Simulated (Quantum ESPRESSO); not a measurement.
# CaFe2As2: energy against a fixed spin moment, part 2 of 2

Wanted: E(M) for CaFe2As2 from a parallel start.

Quantum ESPRESSO 7.5; LDA; plane waves with GBRV 1.5 LDA potentials, no spin-orbit coupling.

So far, absolute magnetization (μB): step 2 (No moment imposed) 5.05.

### Step 4. Moment fixed at 0.643 μB (continued)

Spin moment in the atom's sphere by atom:

| atom | spin moment in the atom's sphere (μB) |
| --- | --- |
| Ca1 | -0.007 |
| Fe2 | 0.358 |
| Fe3 | 0.358 |
| As4 | -0.021 |
| As5 | -0.021 |

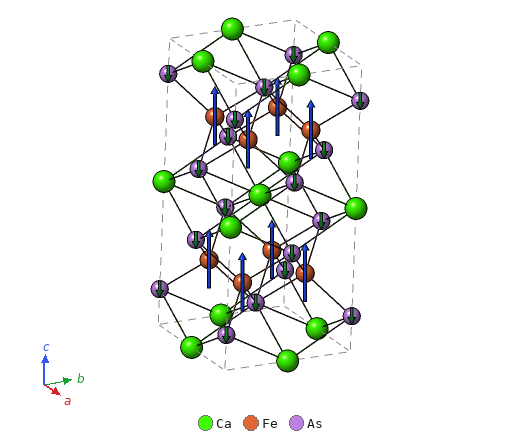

Spin moment in the atom's sphere as arrows, the longest 0.358 μB. Up and down stand for the sign. Arrows give size and sign along the axis of quantisation, drawn up and down the page. Each arrow also spans its atom, so small moments look longer than they are. The two directions have two colours. Some periodic images of atoms are drawn too.

This step gave:

```
magnetization                                 : 0.643 μB
absolute magnetization                        : 0.83 μB
half the difference of the two Fermi energies : -61.6 meV
```

### Step 5. Moment fixed at 1.286 μB

pw.in

```
&CONTROL
  calculation = 'scf'
  prefix = 'pwscf'
  outdir = './tmp'
  pseudo_dir = './pseudo'
  disk_io = 'nowf'
  tprnfor = .true.
  tstress = .true.
/
&SYSTEM
  ibrav = 0
  nat = 5
  ntyp = 3
  ecutwfc = 40
  ecutrho = 280
  nbnd = 39
  occupations = 'smearing'
  smearing = 'fd'
  degauss = 0.00367493
  nspin = 2
  starting_magnetization(1) = 0
  starting_magnetization(2) = 0.0402
  starting_magnetization(3) = 0
  tot_magnetization = 1.286
/
&ELECTRONS
  conv_thr = 1d-08
  electron_maxstep = 150
  mixing_beta = 0.3
/
ATOMIC_SPECIES
Ca     40.0780 ca_lda_v1.uspp.F.UPF
Fe     55.8450 fe_lda_v1.5.uspp.F.UPF
As     74.9216 as_lda_v1.uspp.F.UPF
CELL_PARAMETERS angstrom
   0.0000000000    2.7476037344    5.9011939204
   2.7440008356    0.0000000000    5.9011939204
   2.7440008356    2.7476037344    0.0000000000
ATOMIC_POSITIONS crystal
Ca      0.5000000000    0.5000000000    0.5000000000
Fe      0.2500000000    0.2500000000    0.2500000000
Fe      0.7500000000    0.7500000000    0.7500000000
As      0.8762355000    0.8762355000    0.1237645000
As      0.1237645000    0.1237645000    0.8762355000
K_POINTS automatic
8 8 8 0 0 0
```

On the command line:

```console
$ OMP_NUM_THREADS=1 mpirun -n 4 pw.x -nk 4 -in pw.in > pw.out
```

The program printed:

```text
     [... lines left out ...]
Program PWSCF v.7.5 starts
     [... lines left out ...]
     number of atoms/cell      =            5
     [... lines left out ...]
     number of electrons       =        52.00 (up:  26.64, down:  25.36)
     number of Kohn-Sham states=           39
     kinetic-energy cutoff     =      40.0000  Ry
     charge density cutoff     =     280.0000  Ry
     scf convergence threshold =      1.0E-08
     [... lines left out ...]
      8 Sym. Ops., with inversion, found
     [... lines left out ...]
     number of k points=    95  Fermi-Dirac smearing, width (Ry)=  0.0037
     [... lines left out ...]
     iteration # 14     ecut=    40.00 Ry     beta= 0.30
     [... lines left out ...]
     Magnetic moment per site  (integrated on atomic sphere of radius R)
     atom   1 (R=0.197)  charge=  8.4900  magn= -0.0083
     atom   2 (R=0.155)  charge= 14.3508  magn=  0.6951
     atom   3 (R=0.155)  charge= 14.3508  magn=  0.6951
     atom   4 (R=0.155)  charge=  2.7234  magn= -0.0367
     atom   5 (R=0.155)  charge=  2.7234  magn= -0.0367
     [... lines left out ...]
     the spin up/dw Fermi energies are    10.5503   10.7015 ev
!    total energy              =    -655.29159732 Ry
     estimated scf accuracy    <          1.5E-09 Ry
     smearing contrib. (-TS)   =      -0.00373224 Ry
     [... lines left out ...]
     total magnetization       =     1.29 Bohr mag/cell
     absolute magnetization    =     1.58 Bohr mag/cell
     convergence has been achieved in  14 iterations
     [... lines left out ...]
     Total force =     0.144025     Total SCF correction =     0.000009
     [... lines left out ...]
          total   stress  (Ry/bohr**3)                   (kbar)     P=     -148.11
     [... lines left out ...]
```

Elapsed: 2.9 min, on 4 MPI ranks of Arm Neoverse V1, shared host; peak memory 0.79 GiB; 12 min of CPU time.

Numbers from this step:

```
magnetization                                 : 1.286 μB
absolute magnetization                        : 1.584 μB
half the difference of the two Fermi energies : -75.6 meV
largest moment                                : 0.6951 μB
```

### Step 6. The curve

The runs not shown differ in the target, the start and the number of states alone. The point at 4.76 μB is the free run, entered with slope zero.

The energy over the lowest by total spin moment:

| total spin moment (μB a cell) | energy over the lowest (meV a cell) |
| --- | --- |
| 0.00 | 196 |
| 0.64 | 177 |
| 1.29 | 127 |
| 1.93 | 97.9 |
| 2.57 | 95.2 |
| 3.21 | 80.0 |
| 3.86 | 43.6 |
| 4.50 | 5.75 |
| 4.76 | 0 |
| 5.14 | 18.8 |
| 5.79 | 131 |
| 6.43 | 352 |

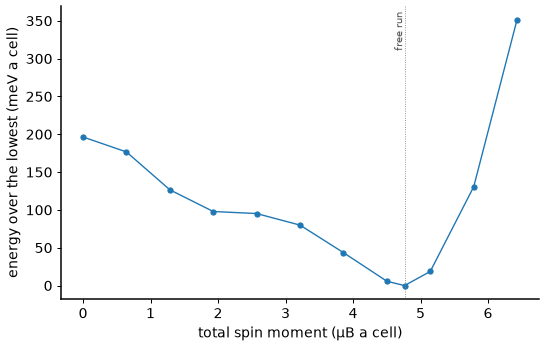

Energy over the lowest against total spin moment.

dE/dM against total spin moment:

| total spin moment (μB a cell) | dE/dM (meV/μB) |
| --- | --- |
| 0.00 | -0.0169 |
| 0.64 | -61.6 |
| 1.29 | -75.6 |
| 1.93 | -14.2 |
| 2.57 | -7.07 |
| 3.21 | -41.8 |
| 3.86 | -66.4 |
| 4.50 | -39.2 |
| 4.76 | 0 |
| 5.14 | 99.5 |
| 5.79 | 250 |
| 6.43 | 456 |

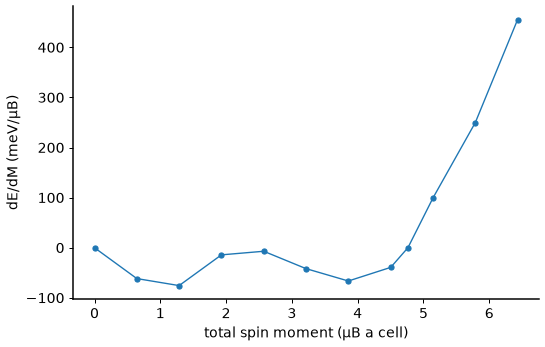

dE/dM against total spin moment.

The largest site moment by total spin moment:

| total spin moment (μB a cell) | largest site moment (μB) |
| --- | --- |
| 0.00 | 2.9e-5 |
| 0.64 | 0.358 |
| 1.29 | 0.695 |
| 1.93 | 0.995 |
| 2.57 | 1.30 |
| 3.21 | 1.62 |
| 3.86 | 1.93 |
| 4.50 | 2.20 |
| 4.76 | 2.30 |
| 5.14 | 2.43 |
| 5.79 | 2.62 |
| 6.43 | 2.80 |

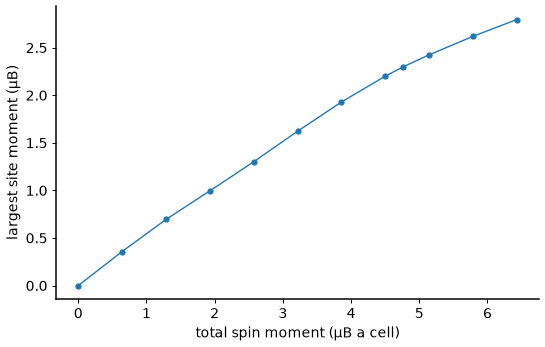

Largest site moment against total spin moment.

### Step 7. Summary of results

* moment of the free run: 4.76 μB a cell
* energy at zero total moment: 196 meV a cell over the lowest
* ΔE/ΔM² from the lowest point to 5.14 and to 4.50 μB: 129 and 84 meV/μB²

What this shows: At zero total moment the site moments vanish, so the 196 meV a cell is the energy of forming them. The points show one minimum alone. All runs start parallel; opposed orders may lie lower.

[Logs and program files are shortened in this print: banners, set-up blocks, solver, clock and traceback lines can be left out without a mark of their own.]

[Logs are printed without paths, hosts, clocks, repeated set-up lines and the standing remarks that a program may print on its own settings, such as how far it seeks lower states.]

[Hosts, paths, dates, database ids (printed as entryN), source tags and the programs' standing remarks are cut or masked in the printed files.]

[Where a cell is said to come from a database of computed structures, the database is the Materials Project.]
